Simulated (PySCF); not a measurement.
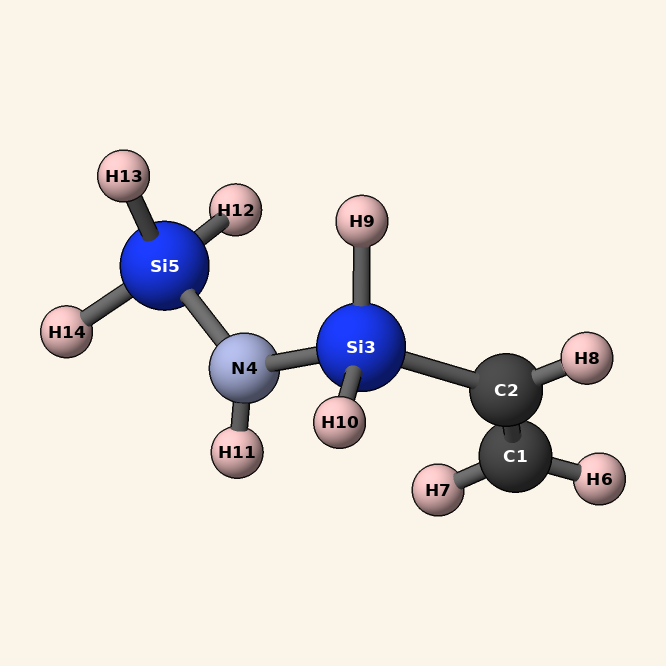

Geometry: an image of a reaction path computed with GFN2-xTB, not a minimum. Method: GIAO PBE0/pcSseg-1 NMR shielding, non-relativistic, gas phase (PySCF 2.14.0). Principal shieldings σ11 ≤ σ22 ≤ σ33, span Ω = σ33 − σ11, skew κ = 3(σiso − σ22)/Ω.

Give the shielding tensors of the Si atoms.

```
atom    σ11    σ22    σ33   σiso      Ω     κ
 Si3  344.3  382.4  440.1  388.9   95.7  0.21
 Si5  363.5  380.8  467.9  404.1  104.4  0.67
```

Shieldings and span in ppm.
